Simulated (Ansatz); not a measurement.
# C2H6F2Si: inputs that go wrong

Aim: try 3 inputs for C2H6F2Si as typed, read how each ends, and find what has to change.

Program: Ansatz 0.2.0, Gaussian basis. Level of theory: the settings change from run to run. These are calculated values, not measurements.

**1. The geometry**

The structure was relaxed beforehand with PBE0-D4 in a triple-zeta def2 set.

SMILES `CC[SiH](F)F`, 11 atoms, charge 0, spin multiplicity 1.

Atoms are counted from 1 here; the program's logs count them from 0.

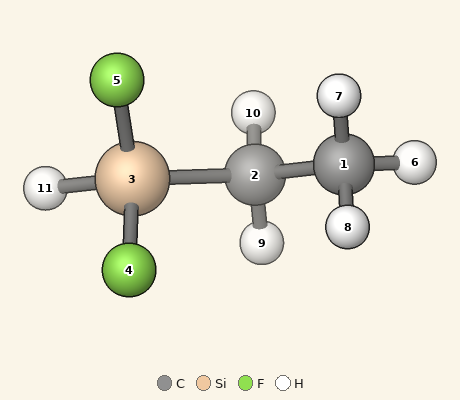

The geometry (carbon grey, silicon light orange, fluorine green, hydrogen white); atoms are numbered from 1 in the order of the file.

**2. Input 1**

The input, in.yaml:

```yaml
crystal:
  periodic: [false, false, false]
  atoms:
    - {symbol: C, position_ang: [-1.059034, 0.756557, -0.933762]}
    - {symbol: C, position_ang: [-0.114549, -0.762735, -0.530697]}
    - {symbol: Si, position_ang: [1.125951, -0.381397, 1.089818]}
    - {symbol: F, position_ang: [2.365976, 0.671357, 0.229398]}
    - {symbol: F, position_ang: [0.432577, 0.668110, 2.125333]}
    - {symbol: h, position_ang: [-1.688571, 0.808781, -1.475801]}
    - {symbol: H, position_ang: [-1.280862, 1.609141, 0.141700]}
    - {symbol: H, position_ang: [0.138128, 1.319880, -1.270848]}
    - {symbol: H, position_ang: [-0.023893, -0.978291, -1.201285]}
    - {symbol: H, position_ang: [-1.185114, -1.299421, 0.125967]}
    - {symbol: H, position_ang: [1.828350, -1.883249, 1.025520]}
basis:
  gaussian: {orbitals: def2-SVPD}
hamiltonian: {xc: {name: r2SCANh}}
```

The run is started by

```
> ansatz run in.yaml --threads 4 --pin off --events-out ev --progress --plain --max-ram 10444MiB
```

Output:

```text
Error: YAML parse error: error: line 9 column 16: `h` is not an element symbol (H … Og, case-exact)
  --> <input>:9:16
   |
 7 |     - {symbol: F, position_ang: [2.365976, 0.671357, 0.229398]}
 8 |     - {symbol: F, position_ang: [0.432577, 0.668110, 2.125333]}
 9 |     - {symbol: h, position_ang: [-1.688571, 0.808781, -1.475801]}
   |                ^ `h` is not an element symbol (H … Og, case-exact)
10 |     - {symbol: H, position_ang: [-1.280862, 1.609141, 0.141700]}
11 |     - {symbol: H, position_ang: [0.138128, 1.319880, -1.270848]}
   |
```

It took 0.05 s on 4 threads of Arm Neoverse V1, shared host.

What is wrong: Refused before any calculation. An element symbol is wrong. Its coordinates are also moved off the relaxed structure (shortest distance 0.71 Å, against 1.09 Å), and have to be restored too. Cure: correct the symbol.

**3. Input 2**

The input, in.yaml:

```yaml
crystal:
  periodic: [false, false, false]
  atoms:
    - {symbol: C, position_ang: [-0.862061, 0.774630, -0.807148]}
    - {symbol: C, position_ang: [-0.303317, -0.565431, -0.327600]}
    - {symbol: Si, position_ang: [1.009935, -0.417981, 0.961944]}
    - {symbol: F, position_ang: [2.222988, 0.448617, 0.402365]}
    - {symbol: F, position_ang: [0.441804, 0.367058, 2.225503]}
    - {symbol: h, position_ang: [-1.633143, 0.631181, -1.566973]}
    - {symbol: H, position_ang: [-1.308567, 1.336096, 0.016240]}
    - {symbol: H, position_ang: [-0.078814, 1.398094, -1.243510]}
    - {symbol: H, position_ang: [0.119053, -1.131838, -1.166012]}
    - {symbol: H, position_ang: [-1.102018, -1.193475, 0.084442]}
    - {symbol: H, position_ang: [1.559339, -1.703953, 1.441247]}
basis:
  gaussian: {orbitals: def2-SVP}
hamiltonian: {xc: {name: PBEsol}, dispersion: d3bj}
```

Same command.

Output:

```text
Error: YAML parse error: error: line 9 column 16: `h` is not an element symbol (H … Og, case-exact)
  --> <input>:9:16
   |
 7 |     - {symbol: F, position_ang: [2.222988, 0.448617, 0.402365]}
 8 |     - {symbol: F, position_ang: [0.441804, 0.367058, 2.225503]}
 9 |     - {symbol: h, position_ang: [-1.633143, 0.631181, -1.566973]}
   |                ^ `h` is not an element symbol (H … Og, case-exact)
10 |     - {symbol: H, position_ang: [-1.308567, 1.336096, 0.016240]}
11 |     - {symbol: H, position_ang: [-0.078814, 1.398094, -1.243510]}
   |
```

It took 0.05 s on 4 threads of Arm Neoverse V1, shared host.

**Diagnosis.** The program refused the input. An element symbol is wrong. Cure: correct the symbol.

**4. Input 3**

The input, in.yaml:

```yaml
crystal:
  periodic: [false, false, false]
  atoms:
    - {symbol: C, position_ang: [-0.793096, 0.712660, -0.742576]}
    - {symbol: C, position_ang: [-0.279052, -0.520196, -0.301392]}
    - {symbol: Si, position_ang: [0.929141, -0.384542, 0.884988]}
    - {symbol: F, position_ang: [2.045149, 0.412728, 0.370176]}
    - {symbol: F, position_ang: [0.406460, 0.337694, 2.047463]}
    - {symbol: H, position_ang: [-1.502491, 0.580687, -1.441615]}
    - {symbol: H, position_ang: [-1.203882, 1.229208, 0.014941]}
    - {symbol: H, position_ang: [-0.072508, 1.286246, -1.144029]}
    - {symbol: H, position_ang: [0.109529, -1.041291, -1.072731]}
    - {symbol: H, position_ang: [-1.013857, -1.097997, 0.077687]}
    - {symbol: H, position_ang: [1.434592, -1.567636, 1.325948]}
basis:
  gaussian: {orbitals: "6-31++G**"}
magnetization: {spin_polarized: true, initial_magnetization: 1}
hamiltonian: {xc: {name: B2PLYP}}
accuracy: high
output: {forces: true}
```

The command is unchanged.

Output:

```text
Error: a molecule whose nuclei and cores have a total charge of 50 cannot have a net charge of 0 together with 1 unpaired electrons
```

Wall time 0.05 s (4 threads of Arm Neoverse V1, shared host).

What is wrong: Refused before any calculation. The number of unpaired electrons doesn't fit the electron count. Its coordinates are also moved off the relaxed structure (shortest distance 1.00 Å, against 1.09 Å), and have to be restored too. Fix: make charge and initial_magnetization agree: an even electron count takes an even number of unpaired electrons.

**5. Summary**

```
input              level    ended                                                            cause    time
    1  r2SCANh/def2-SVPD  refused                                       an element symbol is wrong  0.05 s
    2    PBEsol/def2-SVP  refused                                       an element symbol is wrong  0.05 s
    3   B2PLYP/6-31++G**  refused  the number of unpaired electrons doesn't fit the electron count  0.05 s
```

**Reading.** 3 refused. A refusal costs next to no computing time.
